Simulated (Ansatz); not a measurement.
**Bands, cutoff and cost in G0W0 for BaTiO3 (Barioperovskite)**

Wanted: a G0W0 gap for BaTiO3 (Barioperovskite) that is converged in bands and cutoff, or an estimate of the limit.

Main program and level: Ansatz 0.2.0; G0W0 on LDA, plane waves, PAW.

## (1) Starting point

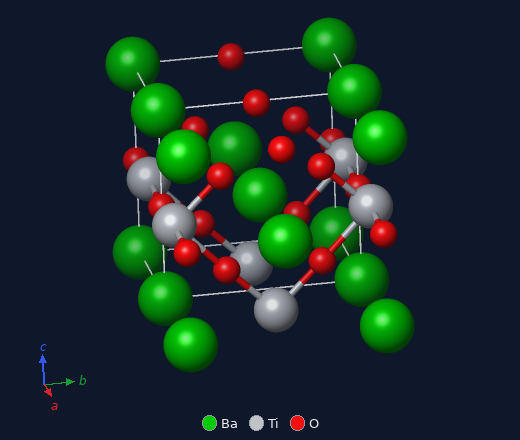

Start, viewed slightly off an axis; barium green, titanium light grey, oxygen red. 2×1×1 cells are drawn. This picture shows the conventional cell, with its axes. Some periodic images of atoms are drawn too.

Structure file:

```cif
data_structure
_symmetry_space_group_name_H-M 'Amm2'
_symmetry_Int_Tables_number 38
_cell_length_a 3.9855
_cell_length_b 5.6738
_cell_length_c 5.6903
_cell_angle_alpha 90.000
_cell_angle_beta 90.000
_cell_angle_gamma 90.000
_cell_volume 128.67
loop_
_atom_site_label
_atom_site_type_symbol
_atom_site_symmetry_multiplicity
_atom_site_Wyckoff_symbol
_atom_site_fract_x
_atom_site_fract_y
_atom_site_fract_z
_atom_site_occupancy
Ba1 Ba 2 a 0.00000 0.00000 0.00000 1
Ti1 Ti 2 b 0.50000 0.50000 0.01240 1
O1 O 2 a 0.00000 0.50000 0.98740 1
O2 O 4 e 0.50000 0.25670 0.24854 1
```

The cell and positions come from the Crystallography Open Database and are kept as given unless a step says otherwise. Spin-orbit coupling is left out unless a step names it. The default PAW set here is soft_2. Its files were made with PBE.

## (2) 83 empty bands, screening to 69 eV

Now the one-shot GW correction: screening in the RPA, then the self-energy of the levels asked for.

input.yaml

```yaml
crystal:
  lattice:
    - [3.9855, 0.0, 0.0]
    - [0.0, 2.8369, 2.84515]
    - [0.0, -2.8369, 2.84515]
  atoms:
    - { symbol: Ba, position: [0.0, 0.0, 0.0] }
    - { symbol: Ti, position: [0.5, 0.5124, 0.5124] }
    - { symbol: O, position: [0.0, 0.4874, 0.4874] }
    - { symbol: O, position: [0.5, 0.50524, 0.99184] }
    - { symbol: O, position: [0.5, 0.99184, 0.50524] }
kpoints:
  mp_grid: { grid: [4, 4, 4] }
hamiltonian:
  xc: lda
scf:
  occupations: { method: fixed }
gw:
  n_empty_bands: 83
  ecut_chi: 69
  qp_bands: [v2, c2]
  qp_kpoints: band_edges
  screening: { model: contour_deformation }
```

Run with:

```
ansatz run input.yaml --threads 3 --pin off --max-ram 92160MiB --backend cuda --events-out ev --progress --plain --runs-dir out --devices 1 --max-vram 13GiB
```

Numbers of over 12 decimals in the logs are rounded to 6 here.

Log:

```text
GPUs: using 1 of 1 available (devices: 1).
Engine: ansatz 0.2.0, x86_64-unknown-linux-gnu
Pseudopotentials: kind: paw
Pseudopotential: Ba, paw, valence charge 10, recommended cutoff 420 eV (normal), Ba.paw.azcp
Pseudopotential: Ti, paw, valence charge 12, recommended cutoff 420 eV (normal), Ti.paw.azcp
Pseudopotential: O, paw, valence charge 6, recommended cutoff 420 eV (normal), O.paw.azcp
Functional definition: SPW92
  exchange = slater_x
  correlation = pw_c
device memory: the entry about to start is reckoned to put 0.7 GiB on a device that reports 56.8 GiB free (of which the cap on the GPU budget leaves the run 13.0 GiB)
GPU FFT provider: cuFFT
GPU libraries: cuBLAS 13.8.2, cuFFT 12.4.0, cuSOLVER 12.3.4
Crystal: 5 atoms, lattice volume = 64.337 Å³
Basis set: ecut = 420 eV, 1249 PW (Γ)
Bands: 25, of which v1, the nominal top of the filled ones, is band 20 counted from 1 (19 counted from 0)
Symmetry: 4 space group operations
Space group: Amm2 (ITA 38), of the structure as read, at distance tolerance 4.0e-5 Å
k-points: 21 of 64 (time reversal used)
Non-local potential: Ba, projectors of the file, l = 0: 3, l = 1: 2, l = 2: 2, l = 3: 2
Non-local potential: Ti, projectors of the file, l = 0: 3, l = 1: 2, l = 2: 3, l = 3: 1
Non-local potential: O, projectors of the file, l = 0: 2, l = 1: 2, l = 2: 1
PAW form: soft (Blöchl's): semilocal exchange-correlation on the pseudo side does not see the compensation charge
PAW frozen core: Ba, regenerated for the run's functional, and the local potential with it (the file was generated under x = pbe(κ = 0.804, μ = 0.219515), c = pbe(β = 0.066725))
PAW frozen core: Ti, regenerated for the run's functional, and the local potential with it (the file was generated under x = pbe(κ = 0.804, μ = 0.219515), c = pbe(β = 0.066725))
PAW frozen core: O, regenerated for the run's functional, and the local potential with it (the file was generated under x = pbe(κ = 0.804, μ = 0.219515), c = pbe(β = 0.066725))
PAW one-centre angular grid: Ba, 194 points (default); XC on 64 Gauss nodes
PAW one-centre angular grid: Ti, 590 points (default); XC on 64 Gauss nodes
PAW one-centre angular grid: O, 110 points (default); XC on 64 Gauss nodes
Initial density: superposition of atomic densities (neutral atoms: chi_scale 0, normalization atom), corrected by the library's trained network
Initial wavefunctions: pseudopotential atomic-orbital guess
GPU buffer pool allocated for 19683 grid points (all kernels)
GPU transforms: local potential and band sums: pruned to the plane-wave sphere, on 27×27×27
Functional: x = slater, c = lda
SCF iter   1: F=—  HF=-9904.434224 eV  |F-HF|=—  |Δ(HF+E_count)|=         —  Δρ=1.89e-2  dr2=2.25e-1  ethr=1.77e-3  ⟨swp⟩=4.3  Hψ=2240  notcnv=0  defer=25
preconditioner: auto → Resta (q_TF=auto, 2.521 Å⁻¹)  ε∞=6.0  [insulator: Δε(μ)=1.571 eV  Ē_g=11.717 eV  n_scr=18 (ndim 8)  ℏωp=26.2 eV  f_vac=0.000  ε∞_Penn≈6.0]
SCF iter   2: F=—  HF=-9904.402115 eV  |F-HF|=—  |Δ(HF+E_count)|=   3.21e-2  Δρ=1.12e-2  dr2=6.90e-2  ethr=5.63e-4  ⟨swp⟩=2.1  Hψ=946  notcnv=0  defer=45
SCF iter   3: F=—  HF=-9904.389670 eV  |F-HF|=—  |Δ(HF+E_count)|=   1.24e-2  Δρ=2.87e-3  dr2=3.66e-3  ethr=1.73e-4  ⟨swp⟩=2.5  Hψ=776  notcnv=0  defer=47
SCF iter   4: F=—  HF=-9904.388770 eV  |F-HF|=—  |Δ(HF+E_count)|=   9.00e-4  Δρ=7.70e-4  dr2=2.59e-4  ethr=9.14e-6  ⟨swp⟩=2.3  Hψ=957  notcnv=0  defer=62
SCF iter   5: F=—  HF=-9904.388733 eV  |F-HF|=—  |Δ(HF+E_count)|=   3.77e-5  Δρ=1.92e-4  dr2=2.38e-5  ethr=6.47e-7  ⟨swp⟩=2.0  Hψ=795  notcnv=0  defer=63
SCF iter   6: F=—  HF=-9904.388730 eV  |F-HF|=—  |Δ(HF+E_count)|=   3.02e-6  Δρ=8.88e-5  dr2=4.30e-6  ethr=5.95e-8  ⟨swp⟩=2.1  Hψ=887  notcnv=0  defer=21
SCF iter   7: F=—  HF=-9904.388729 eV  |F-HF|=—  |Δ(HF+E_count)|=   1.10e-7  Δρ=4.79e-5  dr2=1.58e-6  ethr=1.07e-8  ⟨swp⟩=2.1  Hψ=820  notcnv=0  defer=21
SCF iter   8: F=-9904.388729 eV  HF=-9904.388729 eV  |F-HF|=1.09e-8  |Δ(HF+E_count)|=   2.93e-7  Δρ=6.33e-6  dr2=2.25e-8  ethr=2.50e-10  ⟨swp⟩=7.1  Hψ=2486  notcnv=0
SCF 1 converged in 8 iterations: F = -9904.388729 eV  dr2 = 2.25e-8
  greatest PAW one-centre occupation: 0.999 electrons in one spin orbital (limit 2), on the Ti atom at site 1 (counted from 0), in its partial waves of l = 0
device memory: the entry about to start is reckoned to put 0.7 GiB (of the 0.8 GiB reckoned in all, the device holds 0.1 GiB already) on a device that reports 58.4 GiB free (of which the cap on the GPU budget leaves the run 12.9 GiB)
NSCF: frozen V_eff on 21 k-points, pencils in batches of 32, up to order 100
the band table was solved once the SCF had ended and its energy, with any forces and stress, was formed, with the checks that follow a solve (2358 applications of the Hamiltonian). They found nothing against the state; the energy, forces and stress were not computed again (output.eigenvalues in the input reference)
device memory: the entry about to start is reckoned to put 2.0 GiB on a device that reports 58.0 GiB free (of which the cap on the GPU budget leaves the run 13.0 GiB)
NSCF: frozen V_eff on 21 k-points
G₀W₀ screening: q 1/21
[... further progress lines ...]
device memory: the entry about to start is reckoned to put 0.3 GiB on a device that reports 57.4 GiB free (of which the cap on the GPU budget leaves the run 13.0 GiB)
[...]
gw.qp_kpoints: band_edges: 15 of 21 stored k-points solved, in 1 pass; an edge of the gap read off the rows below is read off those points alone
    valence top: of the k-points left out ik 17 came nearest to being solved in a further pass, in band 19 (counted from 1, as in the quasiparticle table): it holds the edge there only if its correction is more favourable than any solved in that band by at least 0.526 eV; those differ by 0.136 eV
    conduction bottom: of the k-points left out ik 4 came nearest to being solved in a further pass, in band 21 (counted from 1, as in the quasiparticle table): it holds the edge there only if its correction is more favourable than any solved in that band by at least 1.034 eV; those differ by 0.046 eV
  `?` marks the rows in doubt; gw_qp.tsv's column doubts and the gw_qp event give each row's grounds
    ik  band        ε_KS         Σx   Σc(E_QP)       V_xc       Z   E_QP_lin       E_QP  E_QP is
     0    19      9.6661   -25.8654     4.6331   -21.4082  0.7282     9.8414     9.8420  root
     0    20      9.7125   -25.9698     4.6921   -21.4480  0.7285     9.8823     9.8828  root
     0    21     11.6928   -12.6238    -6.1619   -20.5621  0.7379    13.5601    13.4691  root
     0    22     11.7568   -12.7513    -6.0548   -20.5688  0.7373    13.6100    13.5195  root
     1    19      9.2959   -25.2911     4.4607   -21.0062  0.7249     9.4710     9.4716  root
     1    20      9.4019   -25.6705     4.6662   -21.1610  0.7255     9.5582     9.5587  root
     1    21     11.8544   -13.0213    -6.1330   -20.9345  0.7341    13.7294    13.6346  root
     1    22     12.6419   -14.0416    -6.1568   -21.9581  0.7171    14.5064    14.4016  root ?
     2    19      9.0852   -25.4331     4.6711   -20.8941  0.7227     9.2170     9.2174  root
     2    20      9.1677   -25.7321     4.8371   -21.0098  0.7231     9.2822     9.2825  root
     2    21     11.9199   -13.1330    -6.2495   -21.1862  0.7314    13.8230    13.7236  root
     2    22     13.4132   -14.7212    -6.7347   -23.2301  0.6932    15.3239    15.1873  root ?
     3    19      8.8772   -24.9526     4.3983   -20.7182  0.7227     9.0405     9.0411  root
     3    20      9.4037   -25.4030     4.8262   -20.6806  0.7195     9.5072     9.5074  root
     3    21     12.7085   -14.0494    -6.2485   -22.0687  0.7161    14.5877    14.4792  root ?
     3    22     12.7241   -14.2729    -6.2585   -22.3041  0.7128    14.6078    14.4968  root ?
     5    19      8.9035   -24.9912     4.4033   -20.7548  0.7228     9.0698     9.0704  root
     5    20      9.3827   -25.3753     4.8276   -20.6524  0.7189     9.4872     9.4875  root
     5    21     12.5825   -13.8841    -6.2837   -21.9479  0.7177    14.4702    14.3626  root ?
     5    22     12.8386   -14.3817    -6.2516   -22.4011  0.7114    14.7175    14.6064  root ?
     6    19      9.0385   -25.1309     4.9089   -20.2679  0.7157     9.0844     9.0845  root
     6    20      9.7790   -25.6044     4.9899   -20.7243  0.7188     9.8884     9.8887  root
     6    21     13.4285   -14.7358    -6.8377   -23.3563  0.6916    15.3513    15.2111  root ?
     6    22     13.4890   -14.7291    -6.8669   -23.3776  0.6910    15.4116    15.2706  root ?
     7    19      9.3793   -25.5307     4.5727   -21.1191  0.7263     9.5399     9.5404  root
     7    20      9.3817   -25.6602     4.6546   -21.1595  0.7256     9.5352     9.5357  root
     7    21     11.7982   -12.8345    -6.1625   -20.7792  0.7353    13.6764    13.5804  root
     7    22     12.6131   -14.1283    -6.1703   -22.0710  0.7181    14.4908    14.3856  root ?
     8    19      8.9874   -25.1037     4.5261   -20.7220  0.7232     9.1315     9.1319  root
     8    20      9.4129   -25.3862     4.8258   -20.6681  0.7192     9.5202     9.5205  root
     8    21     12.5669   -13.9012    -6.2498   -21.9292  0.7191    14.4513    14.3451  root ?
     8    22     12.7553   -14.2807    -6.2727   -22.3283  0.7125    14.6417    14.5302  root ?
     9    19      8.8613   -24.9981     4.8234   -20.2484  0.7159     8.9349     8.9351  root
     9    20      9.3949   -25.1266     4.8949   -20.3199  0.7159     9.4830     9.4832  root
     9    21     12.6844   -14.1481    -6.3434   -22.2819  0.7146    14.5872    14.4747  root ?
     9    22     13.4283   -14.7121    -6.8035   -23.2950  0.6922    15.3468    15.2076  root ?
    13    19      9.3687   -25.1533     4.9665   -20.2643  0.7154     9.4461     9.4462  root
[...]
13    21     13.7054   -14.7072    -7.0346   -23.5199  0.6870    15.6305    15.4835  root ?
    13    22     13.7370   -14.6844    -7.0879   -23.5445  0.6849    15.6591    15.5092  root ?
[...]
14    22     13.3878   -14.7630    -6.6766   -23.2089  0.6947    15.2904    15.1571  root ?
    15    19      8.8156   -24.9256     4.8506   -20.1359  0.7143     8.8764     8.8766  root
    15    20      9.3902   -25.1229     4.8883   -20.3252  0.7159     9.4806     9.4808  root
    15    21     12.6969   -14.0796    -6.3596   -22.2273  0.7140    14.5981    14.4849  root ?
    15    22     13.4364   -14.7236    -6.7933   -23.2908  0.6925    15.3476    15.2102  root ?
    16    19      9.0324   -25.1342     4.8860   -20.2878  0.7170     9.0721     9.0721  root
    16    20      9.8280   -25.6381     4.9897   -20.7663  0.7189     9.9455     9.9458  root
    16    21     13.4434   -14.7179    -6.8468   -23.3470  0.6914    15.3663    15.2257  root ?
    16    22     13.4591   -14.7841    -6.8244   -23.3839  0.6910    15.3736    15.2345  root ?
    18    19      9.3593   -25.1407     4.9497   -20.2654  0.7160     9.4336     9.4337  root
    18    20      9.8490   -25.6963     4.9925   -20.8309  0.7190     9.9758     9.9761  root
    18    21     13.7389   -14.6895    -7.0807   -23.5443  0.6853    15.6632    15.5130  root ?
    18    22     13.7406   -14.7168    -7.0625   -23.5490  0.6855    15.6592    15.5103  root ?
    20    19      9.8648   -25.7593     5.0009   -20.8941  0.7191    10.0001    10.0005  root
    20    20      9.8753   -25.7542     4.9928   -20.8989  0.7191    10.0124    10.0128  root
    20    21     14.0510   -14.6758    -7.4123   -23.8535  0.6743    15.9750    15.8164  root ?
    20    22     14.0927   -14.7025    -7.4899   -23.9588  0.6716    16.0215    15.8591  root ?
[key lines of the parts left out:]
SCF converged after 8 iterations
Free energy (F): -9904.388729 eV
Fermi energy:    9.875320 eV
```

Wall time 11 s (1 × NVIDIA H100 80GB HBM3 (shared by 6 runs) with 3 threads of AMD EPYC 7R13 (Zen 3), shared host); peak memory 1.1 GiB.

Reading the cycles: dr2 is the Hartree energy of the density residual (eV), the measure of convergence; HF is the Harris–Foulkes estimate of the energy, which meets the free energy F at convergence.

This step gave:

| Quantity | Value |
| --- | --- |
| bands summed | 103 |
| RPA ε∞ on this mesh (eigenvalues) | 6.584, 6.649, 6.716 |
| plane waves in the screening matrix | 81 |
| q-points in the mesh | 64 |
| G0W0 gap on the mesh | 3.456 eV |
| k of the valence top | -0.5, -0.5, -0.5 |
| k of the conduction bottom | 0, 0, 0 |
| starting gap on the mesh | 1.817 eV |
| Z at the valence top | 0.7191 |
| Z at the conduction bottom | 0.7379 |
| least direct G0W0 gap on the computed points | 3.586 eV |

The gap on the mesh goes from 1.82 eV to 3.46 eV, a correction of +1.64 eV. Between the two edge states, bare exchange in place of the xc potential would open the gap by 12.79 eV, and correlation takes back 11.15 eV.

## (3) 236 empty bands, screening to 138 eV

Bands and screening cutoff are moved together, since each hides the error of the other.

input.yaml: that of step 2 with these lines changed.

```diff
@@ -18,4 +18,4 @@
 gw:
-  n_empty_bands: 83
-  ecut_chi: 69
+  n_empty_bands: 236
+  ecut_chi: 138
   qp_bands: [v2, c2]
```

Log:

```text
GPUs: using 1 of 1 available (devices: 1).
[...]
GPU FFT provider: cuFFT
GPU libraries: cuBLAS 13.8.2, cuFFT 12.4.0, cuSOLVER 12.3.4
Crystal: 5 atoms, lattice volume = 64.337 Å³
Basis set: ecut = 420 eV, 1249 PW (Γ)
Bands: 25, of which v1, the nominal top of the filled ones, is band 20 counted from 1 (19 counted from 0)
Symmetry: 4 space group operations
[...]
k-points: 21 of 64 (time reversal used)
[...]
GPU buffer pool allocated for 19683 grid points (all kernels)
[...]
SCF iter   1: F=—  HF=-9904.434224 eV  |F-HF|=—  |Δ(HF+E_count)|=         —  Δρ=1.89e-2  dr2=2.25e-1  ethr=1.77e-3  ⟨swp⟩=4.3  Hψ=2240  notcnv=0  defer=25
[...]
SCF iter   8: F=-9904.388729 eV  HF=-9904.388729 eV  |F-HF|=1.09e-8  |Δ(HF+E_count)|=   2.93e-7  Δρ=6.33e-6  dr2=2.25e-8  ethr=2.50e-10  ⟨swp⟩=7.1  Hψ=2486  notcnv=0
SCF 1 converged in 8 iterations: F = -9904.388729 eV  dr2 = 2.25e-8
[...]
NSCF: frozen V_eff on 21 k-points, pencils in batches of 32, up to order 100
[...]
NSCF: frozen V_eff on 21 k-points
G₀W₀ screening: q 1/21
[... further progress lines ...]
[...]
SCF converged after 8 iterations
Free energy (F): -9904.388729 eV
[...]
Internal energy: -9904.388729 eV  (E = F + TS)
E sigma→0 (E₀):  -9904.388729 eV
Fermi energy:    9.875320 eV
[...]
--- Band table (eV; the first three rows and the last of 21) ---
  k-point 0: bands = [... 16 lower, 8.7484, 9.5552, 9.6661, 9.7125, 11.6928, 11.7568, 11.9208, 13.9748, ... 1 higher]
  k-point 1: bands = [... 16 lower, 8.4230, 8.6557, 9.2959, 9.4019, 11.8544, 12.6419, 12.6973, 14.0092, ... 1 higher]
  k-point 2: bands = [... 16 lower, 8.0266, 8.1945, 9.0852, 9.1677, 11.9199, 13.4132, 13.4411, 14.0061, ... 1 higher]
  k-point 20: bands = [... 16 lower, 7.5383, 9.8287, 9.8648, 9.8753, 14.0510, 14.0927, 14.1034, 16.5350, ... 1 higher]
[...]
0    19      9.6661   -25.8654     4.2706   -21.4082  0.7209     9.4788     9.4795  root
     0    20      9.7125   -25.9698     4.3298   -21.4480  0.7211     9.5198     9.5205  root
     0    21     11.6928   -12.6238    -6.5420   -20.5621  0.7328    13.1344    13.0890  root
     0    22     11.7568   -12.7513    -6.4321   -20.5688  0.7321    13.1869    13.1421  root
     1    19      9.2959   -25.2911     4.1089   -21.0062  0.7179     9.1192     9.1198  root
     1    20      9.4019   -25.6705     4.3140   -21.1610  0.7186     9.2057     9.2065  root
     1    21     11.8544   -13.0213    -6.5158   -20.9345  0.7288    13.2986    13.2517  root
     1    22     12.6419   -14.0416    -6.5526   -21.9581  0.7109    14.0584    14.0058  root
[...]
20    19      9.8648   -25.7593     4.6684   -20.8941  0.7111     9.6671     9.6680  root
    20    20      9.8753   -25.7542     4.6607   -20.8989  0.7110     9.6799     9.6807  root
    20    21     14.0510   -14.6758    -7.8218   -23.8535  0.6667    15.4908    15.4069  root
    20    22     14.0927   -14.7025    -7.8999   -23.9588  0.6639    15.5354    15.4490  root
```

Run time: 16 s. Hardware: 1 × NVIDIA H100 80GB HBM3 (shared by 6 runs) with 3 threads; peak memory 1.3 GiB; 25 s of CPU time.

Numbers from this step:

```
bands summed                                 : 256
RPA ε∞ on this mesh (eigenvalues)            : 6.497, 6.562, 6.624
plane waves in the screening matrix          : 251
q-points in the mesh                         : 64
G0W0 gap on the mesh                         : 3.408 eV
k of the valence top                         : -0.5, -0.5, -0.5
k of the conduction bottom                   : 0, 0, 0
starting gap on the mesh                     : 1.817 eV
Z at the valence top                         : 0.7110
Z at the conduction bottom                   : 0.7328
least direct G0W0 gap on the computed points : 3.569 eV
```

Against the run with 4×4×4 mesh, 83 empty bands, screening to 69 eV, the gap moves by −0.05 eV.

## (4) 509 empty bands, screening to 230 eV

input.yaml: that of step 3 with these lines changed.

```diff
@@ -18,4 +18,4 @@
 gw:
-  n_empty_bands: 236
-  ecut_chi: 138
+  n_empty_bands: 509
+  ecut_chi: 230.0
   qp_bands: [v2, c2]
```

Log:

```text
GPUs: using 1 of 1 available (devices: 1).
[...]
GPU FFT provider: cuFFT
GPU libraries: cuBLAS 13.8.2, cuFFT 12.4.0, cuSOLVER 12.3.4
Crystal: 5 atoms, lattice volume = 64.337 Å³
Basis set: ecut = 420 eV, 1249 PW (Γ)
Bands: 25, of which v1, the nominal top of the filled ones, is band 20 counted from 1 (19 counted from 0)
Symmetry: 4 space group operations
[...]
k-points: 21 of 64 (time reversal used)
[...]
1    22     12.6419   -14.0416    -6.7362   -21.9581  0.7077    13.8600    13.8223  root
[...]
20    19      9.8648   -25.7593     4.4451   -20.8941  0.7067     9.4407     9.4447  root
    20    20      9.8753   -25.7542     4.4373   -20.8989  0.7066     9.4534     9.4573  root
    20    21     14.0510   -14.6758    -8.0145   -23.8535  0.6627    15.2728    15.2142  root
    20    22     14.0927   -14.7025    -8.0927   -23.9588  0.6598    15.3164    15.2562  root
[key lines of the parts left out:]
SCF converged after 8 iterations
Free energy (F): -9904.388729 eV
Fermi energy:    9.875320 eV
```

Run time: 55 s. Hardware: 1 × NVIDIA H100 80GB HBM3 (shared by 6 runs) with 3 threads; peak memory 2.1 GiB.

Numbers from this step:

```
bands summed                                 : 529
RPA ε∞ on this mesh (eigenvalues)            : 6.481, 6.547, 6.608
plane waves in the screening matrix          : 485
G0W0 gap on the mesh                         : 3.471 eV
k of the valence top                         : -0.5, -0.5, -0.5
k of the conduction bottom                   : 0, 0, 0
starting gap on the mesh                     : 1.817 eV
least direct G0W0 gap on the computed points : 3.646 eV
```

Against the run with 4×4×4 mesh, 236 empty bands, screening to 138 eV, the gap moves by +0.06 eV.

[end of part 1 of 2]

[Paths, hosts, dates, memory and timing lines, banners, echoed tables and standing remarks are left out of the program output.]

[Logs are printed without paths, hosts, clocks, repeated set-up lines and the standing remarks that a program may print on its own settings, such as how far it seeks lower states.]

[Runs of the session that timed out or met a known fault of the program may be left out.]

[Cells called generated may have been cut or substituted from an entry of the Crystallography Open Database or the Materials Project.]

[Hosts, paths, dates, database ids (printed as entryN), source tags and the programs' standing remarks are cut or masked in the printed files.]
